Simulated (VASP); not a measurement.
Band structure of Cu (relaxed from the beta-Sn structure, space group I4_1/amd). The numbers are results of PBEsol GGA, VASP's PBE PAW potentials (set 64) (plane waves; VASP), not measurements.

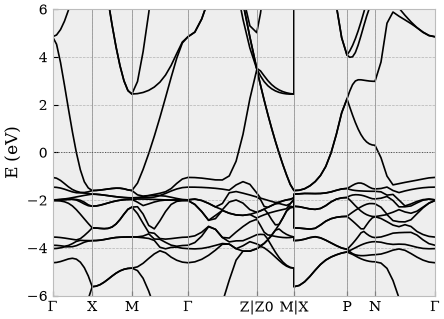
Fig. 1. Bands along high-symmetry lines, zero at the valence-band maximum or, without a gap, the Fermi level

Task: Read the plot: is there a gap, and where are the band edges?

Result: It has no gap at this level: it comes out as a metal or semimetal. (Edges off the drawn lines would not show.)

The structure was generated: Cu was put into the beta-Sn type (I4_1/amd), which need not be its known phase. It was relaxed first.
